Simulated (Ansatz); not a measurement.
```xyz
18

C     0.0806   -1.5414    0.0920
C     0.3748   -0.0827   -0.2243
C     1.8605    0.1204   -0.4651
C    -0.4288    0.3811   -1.4299
O     0.0561    0.7291    0.9088
Si   -1.3754    0.9637    1.6677
H     0.6239   -1.8526    0.9867
H    -0.9866   -1.7018    0.2649
H     0.3858   -2.1817   -0.7384
H     2.0697    1.1738   -0.6609
H     2.1984   -0.4681   -1.3208
H     2.4296   -0.1842    0.4152
H    -0.2499    1.4413   -1.6204
H    -0.1428   -0.1835   -2.3200
H    -1.5006    0.2366   -1.2713
H    -1.9398   -0.2996    2.2204
H    -1.0885    1.9022    2.7778
H    -2.4043    1.5588    0.7695
```

Geometry: PBE0-D4/def2-TZVP.

Level of theory: Ansatz, RKS PBE0-D4/def2-TZVPP.

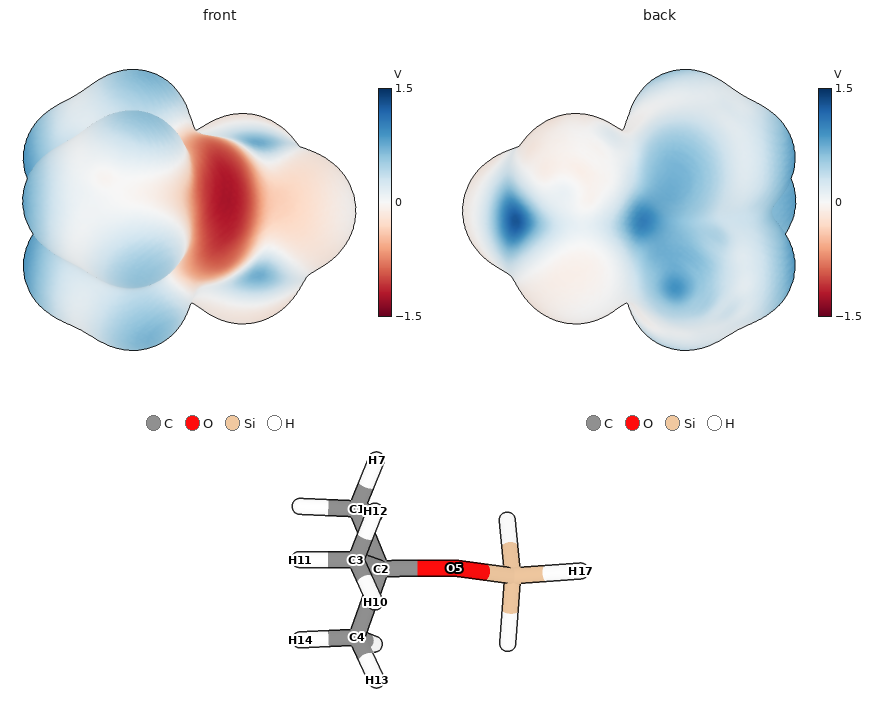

C4H12OSi (SMILES CC(C)(C)O[SiH3]). The electrostatic potential painted on the density surface at 0.002 e/bohr³, seen from the front and from behind; red is negative and blue positive. The bare structure is drawn below in the same view.

Which sites attract a positive test charge, and which a negative one?

Answer. A positive charge is drawn to the negative regions and a negative charge to the positive ones. The most negative region (about −1.2 V, or −28 kcal/mol for a unit charge) lies over O5, the most positive (about +1.0 V, or +23 kcal/mol for a unit charge) over Si6. O5 is the likeliest acceptor of a hydrogen bond.
